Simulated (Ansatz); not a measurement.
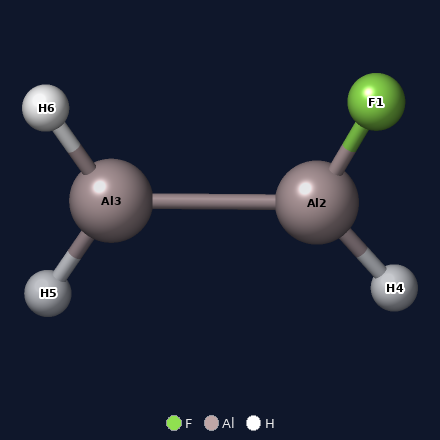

The system is Al₂FH₃, SMILES [F][AlH][AlH2]; the picture shows the reference structure. The first coordinate is: bond length Al2–Al3; the second: dihedral F1–Al2–Al3–H5. Nothing is relaxed (all other coordinates rigid). Grid: 11 × 10 points; 66 points were computed and 44 follow by symmetry. Points are written as (first, second). All energies are given in kcal/mol relative to the lowest grid point. The calculation used RHF-MP2, frozen core/def2-TZVP (Ansatz 0.2.0).

Its coordinates:

```tsv
atom	x (Å)	y (Å)	z (Å)
F	-0.9378	-2.0171	1.1535
Al	-0.5227	-1.1601	-0.2114
Al	0.5419	1.1995	0.1414
H	-0.8340	-1.9027	-1.5713
H	0.9655	2.0881	-1.0995
H	0.7870	1.7923	1.5872
```

Range: bond length Al2–Al3 from 2.195 to 3.396 Å; dihedral F1–Al2–Al3–H5 from −180 to 144°.

### What will the energy surface look like?

The lowest grid point is at (2.555 Å, −108°); the map holds 2 wells of about this depth. It is the only kind of minimum in the scanned range. The highest grid point, (3.396 Å, 0°), lies 24.1 kcal/mol above the lowest. On the interpolated surface the easiest way out of the lowest well to a well of about the same depth near (2.555 Å, 108°) passes a barrier of about 0.55 kcal/mol, counted from the interpolated bottom of the well. Round the minimum the two coordinates are nearly uncoupled.

```tsv
dihedral F1–Al2–Al3–H5 ↓, bond length Al2–Al3 →	2.195	2.315	2.435	2.555	2.675	2.795	2.916	3.036	3.156	3.276	3.396
144	20.6	9.2	2.9	0.4	0.4	2.3	5.6	9.6	14.2	19.1	24.1
108	19.8	8.6	2.4	0.0	0.2	2.1	5.4	9.5	14.1	19.0	24.0
72	19.8	8.6	2.4	0.0	0.2	2.1	5.4	9.5	14.1	19.0	24.0
36	20.6	9.2	2.9	0.4	0.4	2.3	5.6	9.6	14.2	19.1	24.1
0	21.2	9.6	3.2	0.6	0.6	2.5	5.7	9.7	14.2	19.1	24.1
−36	20.6	9.2	2.9	0.4	0.4	2.3	5.6	9.6	14.2	19.1	24.1
−72	19.8	8.6	2.4	0.0	0.2	2.1	5.4	9.5	14.1	19.0	24.0
−108	19.8	8.6	2.4	0.0	0.2	2.1	5.4	9.5	14.1	19.0	24.0
−144	20.6	9.2	2.9	0.4	0.4	2.3	5.6	9.6	14.2	19.1	24.1
−180	21.1	9.6	3.2	0.6	0.6	2.5	5.7	9.7	14.2	19.1	24.1
```

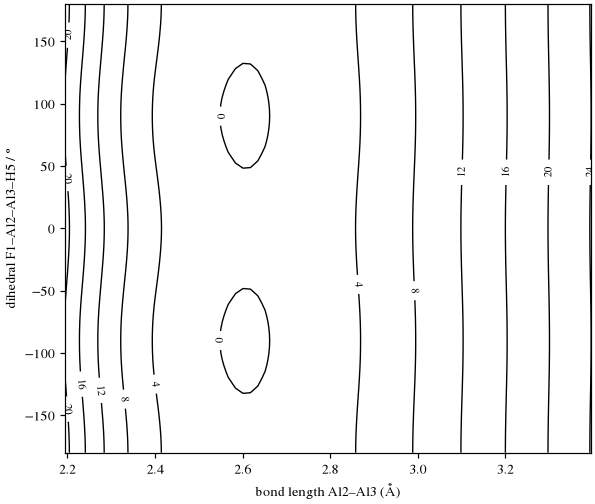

Drawn: contour lines labelled in kcal/mol. Between grid points the surface is interpolated.

Each point was launched as `ansatz run input.yaml --threads 1 --pin off --max-ram 2560MiB --backend cpu --events-out ev --progress --plain --runs-dir out`. The whole map (66 points run) took 4.1 min on 1 thread of Intel(R) Xeon(R) Platinum 8375C CPU @ 2.90GHz (Ice Lake), with other jobs on the host.
